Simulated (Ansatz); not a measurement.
```sh
ansatz run in.yaml --threads 2 --pin off --events-out ev --progress --plain --max-ram 4352MiB
```

```yaml
crystal:
  periodic: [false, false, false]
  atoms:
    - {symbol: C, position_ang: [-0.830903, 1.126092, -0.332253]}
    - {symbol: S, position_ang: [0.016232, 0.248795, 1.010418]}
    - {symbol: Si, position_ang: [0.975004, -1.423887, -0.143735]}
    - {symbol: H, position_ang: [-1.586084, 0.490981, -0.801966]}
    - {symbol: H, position_ang: [-0.121043, 1.439183, -1.101719]}
    - {symbol: H, position_ang: [-1.320955, 2.012094, 0.083653]}
    - {symbol: H, position_ang: [2.357675, -1.322226, 0.518331]}
    - {symbol: H, position_ang: [0.510065, -2.571022, 0.767272]}
basis:
  gaussian: {orbitals: "def2-TZVPPD.json"}
total_charge: -1
hamiltonian: {xc: r2scan, dispersion: d4}
```

Work out the structure from the coordinates.

It has 8 atoms: 1 carbon, 5 hydrogen, 1 sulfur and 1 silicon (CH₅SSi⁻). SMILES: `CS[SiH2-]`. It has no ring. Among its groups: Si–H bond. Coordination: 1 C tetrahedral; 1 S bent; 1 Si trigonal pyramidal.

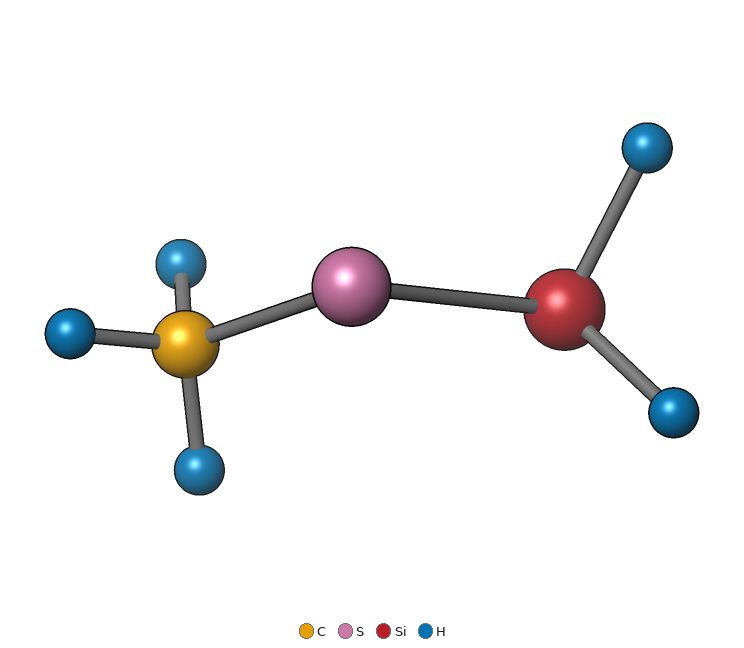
